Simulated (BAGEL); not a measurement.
# C2H3AlN (SMILES [CH3][Al][C]#N): UHF/STO-3G (density fitting with qzvpp-jkfit)

What is the vertical electron affinity of C2H3AlN at UHF/STO-3G (density fitting with qzvpp-jkfit)? 

Program for the calculation: BAGEL 1.2.2.

6 further runs of the same task are left out: 3 that didn't finish, 3 set aside as unsound or not needed. Runs told in other sessions of the task aren't counted.

### Step 1. The system as given

The species is C2H3AlN (7 atoms), meant as a doublet with charge 0. As SMILES, `[CH3][Al][C]#N`. The coordinates come from a PBE0-D4/def2-TZVP relaxation.

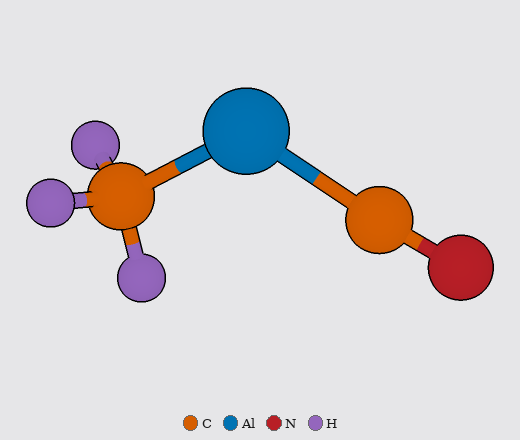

The structure, seen from a chosen angle (carbon orange, aluminium blue, nitrogen red, hydrogen purple).

### Step 2. The energy at UHF/STO-3G (density fitting with qzvpp-jkfit)

The input, hf.json:

```json
{ "bagel" : [

{
  "title" : "molecule",
  "basis" : "sto-3g",
  "df_basis" : "qzvpp-jkfit",
  "angstrom" : true,
  "geometry" : [
    { "atom" : "C", "xyz" : [   -0.673300,    0.886300,   -0.395500 ] },
    { "atom" : "Al", "xyz" : [    0.922500,    0.335200,    0.590400 ] },
    { "atom" : "C", "xyz" : [    1.254700,   -1.588500,    0.707200 ] },
    { "atom" : "N", "xyz" : [    1.516400,   -2.708800,    0.817100 ] },
    { "atom" : "H", "xyz" : [   -0.404600,    1.537900,   -1.231600 ] },
    { "atom" : "H", "xyz" : [   -1.348300,    1.454900,    0.250400 ] },
    { "atom" : "H", "xyz" : [   -1.206400,    0.014900,   -0.783600 ] }
  ]
},
{ "title" : "uhf", "nopen" : 1 },
{ "title" : "print", "file" : "orbitals.molden", "orbitals" : true }

]}
```

The run is started by

```console
$ BAGEL_NUM_THREADS=1 BAGEL hf.json > hf.out
```

The log of the run:

```text
* using 1 threads per process

  ===============================================================
  ===============================================================

  *** Geometry ***

  { "atom" : "C", "xyz" : [     -1.272353,      1.674864,     -0.747387 ] },
  { "atom" : "Al", "xyz" : [      1.743272,      0.633436,      1.115694 ] },
  { "atom" : "C", "xyz" : [      2.371039,     -3.001830,      1.336414 ] },
  { "atom" : "N", "xyz" : [      2.865581,     -5.118890,      1.544095 ] },
  { "atom" : "H", "xyz" : [     -0.764583,      2.906210,     -2.327387 ] },
  { "atom" : "H", "xyz" : [     -2.547918,      2.749363,      0.473187 ] },
  { "atom" : "H", "xyz" : [     -2.279766,      0.028157,     -1.480789 ] },

  Number of auxiliary basis functions:      409

  Since a DF basis is specified, we compute 2- and 3-index integrals:
    o Being stored without compression. Storage requirement is 0.002 GB

  Number of basis functions:       27
  Number of electrons      :       35

    * METHOD: MOLECULE                             0.11

  *** Open-shell HF ***

  === Nuclear Repulsion ===
   110.3068932683

      * DIIS with orbital gradients will be used.

  === UHF iteration (sto-3g) ===
      0       -369.15700371          0.04711681           0.03
      1       -369.21524575          0.04234780           0.03
      2       -369.23242619          0.03856723           0.03
      3       -369.28570773          0.00174161           0.03
      4       -369.28670998          0.00043590           0.03
      5       -369.28681458          0.00015388           0.03
      6       -369.28684296          0.00005368           0.03
      7       -369.28684994          0.00002562           0.03
      8       -369.28685352          0.00000916           0.03
      9       -369.28685490          0.00000550           0.03
     10       -369.28685555          0.00000344           0.03
     11       -369.28685683          0.00000265           0.03
     12       -369.28685763          0.00000269           0.03
     13       -369.28685732          0.00000265           0.03
     14       -369.28685597          0.00000249           0.03
     15       -369.28685480          0.00000248           0.03
     16       -369.28685519          0.00000250           0.03
     17       -369.28685534          0.00000249           0.03
     18       -369.28685644          0.00000246           0.03
     19       -369.28685883          0.00000255           0.03
     20       -369.28685772          0.00000240           0.03
     21       -369.28685857          0.00000235           0.03
     22       -369.28686272          0.00000230           0.03
     23       -369.28686520          0.00000224           0.03
     24       -369.28686899          0.00000206           0.03
     25       -369.28687541          0.00000194           0.03
     26       -369.28687566          0.00000160           0.03
     27       -369.28687948          0.00000091           0.03
     28       -369.28688140          0.00000103           0.03
     29       -369.28688176          0.00000096           0.03
     30       -369.28688179          0.00000071           0.03
     31       -369.28688194          0.00000047           0.03
     32       -369.28688212          0.00000036           0.03
     33       -369.28688220          0.00000030           0.03
     34       -369.28688226          0.00000028           0.03
     35       -369.28688235          0.00000018           0.03
     36       -369.28688236          0.00000006           0.03
     37       -369.28688236          0.00000004           0.03
     38       -369.28688236          0.00000002           0.03
     39       -369.28688236          0.00000001           0.03
     40       -369.28688236          0.00000001           0.03
    * SCF iteration converged.

    * S^2 (UHF) is 0.7643

    * Permanent dipole moment:
           (   -0.128848,    -1.870138,    -0.174148) a.u.

    * METHOD: UHF                                  1.12

    * METHOD: PRINT                                0.00

  ===============================================================
```

Wall time 1.4 s (1 thread of Arm Neoverse V2, shared host); peak memory 0.082 GiB.

### Step 3. The singlet anion, same level

The input, input.json:

```json
{ "bagel" : [

{
  "title" : "molecule",
  "basis" : "sto-3g",
  "df_basis" : "qzvpp-jkfit",
  "angstrom" : true,
  "geometry" : [
    { "atom" : "C", "xyz" : [      -0.673300,       0.886300,      -0.395500 ] },
    { "atom" : "Al", "xyz" : [       0.922500,       0.335200,       0.590400 ] },
    { "atom" : "C", "xyz" : [       1.254700,      -1.588500,       0.707200 ] },
    { "atom" : "N", "xyz" : [       1.516400,      -2.708800,       0.817100 ] },
    { "atom" : "H", "xyz" : [      -0.404600,       1.537900,      -1.231600 ] },
    { "atom" : "H", "xyz" : [      -1.348300,       1.454900,       0.250400 ] },
    { "atom" : "H", "xyz" : [      -1.206400,       0.014900,      -0.783600 ] }
  ]
},

{ "title" : "hf", "charge" : -1 },

{ "title" : "print", "file" : "orbitals.molden", "orbitals" : true }

]}
```

The run is started by

```console
$ BAGEL_NUM_THREADS=1 BAGEL input.json > input.out
```

The log of the run:

```text
* using 1 threads per process

  ===============================================================
  ===============================================================

  *** Geometry ***

  { "atom" : "C", "xyz" : [     -1.272353,      1.674864,     -0.747387 ] },
  { "atom" : "Al", "xyz" : [      1.743272,      0.633436,      1.115694 ] },
  { "atom" : "C", "xyz" : [      2.371039,     -3.001830,      1.336414 ] },
  { "atom" : "N", "xyz" : [      2.865581,     -5.118890,      1.544095 ] },
  { "atom" : "H", "xyz" : [     -0.764583,      2.906210,     -2.327387 ] },
  { "atom" : "H", "xyz" : [     -2.547918,      2.749363,      0.473187 ] },
  { "atom" : "H", "xyz" : [     -2.279766,      0.028157,     -1.480789 ] },

  Number of auxiliary basis functions:      409

  Since a DF basis is specified, we compute 2- and 3-index integrals:
    o Being stored without compression. Storage requirement is 0.002 GB

  Number of basis functions:       27
  Number of electrons      :       35

    * METHOD: MOLECULE                             0.11

  *** RHF ***

  === Nuclear Repulsion ===
   110.3068932683

      * DIIS with orbital gradients will be used.

  === RHF iteration (sto-3g) ===
      0       -369.00398394          0.01914775           0.01
      1       -369.04594546          0.01614181           0.01
      2       -369.08301780          0.00172848           0.01
      3       -369.08421183          0.00034550           0.01
      4       -369.08427002          0.00010669           0.01
      5       -369.08427538          0.00004565           0.01
      6       -369.08427660          0.00001918           0.01
      7       -369.08427685          0.00000604           0.01
      8       -369.08427687          0.00000354           0.01
      9       -369.08427687          0.00000144           0.01
     10       -369.08427687          0.00000036           0.01
     11       -369.08427687          0.00000012           0.01
     12       -369.08427687          0.00000004           0.01
     13       -369.08427687          0.00000002           0.01
     14       -369.08427687          0.00000001           0.01
     15       -369.08427687          0.00000001           0.01
    * SCF iteration converged.

    * Permanent dipole moment:
           (    0.467917,    -0.568045,     0.268380) a.u.

    * METHOD: HF                                   0.27

    * METHOD: PRINT                                0.00

  ===============================================================
```

It took 0.54 s on 1 thread of Arm Neoverse V2, shared host; peak memory 0.083 GiB.

### Step 4. Results

Level: UHF/STO-3G (density fitting with qzvpp-jkfit).

| quantity | value |
| --- | --- |
| doublet C2H3AlN: total energy | -369.28688 Eh |
| doublet C2H3AlN: dipole moment | 4.79 D |
| doublet C2H3AlN: ⟨S²⟩ | 0.764 |
| singlet anion: total energy | -369.08428 Eh |
| singlet anion: HOMO energy | 4.80 eV |
| singlet anion: LUMO energy | 15.64 eV |
| singlet anion: HOMO–LUMO gap (to an unbound level, set by the basis) | 10.84 eV |
| vertical electron affinity (to the singlet anion) | -5.513 eV |

In words: The anion lies 5.51 eV (532 kJ/mol) above the neutral: the electron isn't bound at this level, and such a value depends on the basis. Without diffuse functions anions come out too high. Hartree–Fock misses the correlation that binds many anions. In a minimal basis such a difference can be off by several eV, whatever the method. The HOMO (singlet anion) lies at positive energy, 4.80 eV: the electron is unbound at this level or held by a compact basis; values depend on the basis.
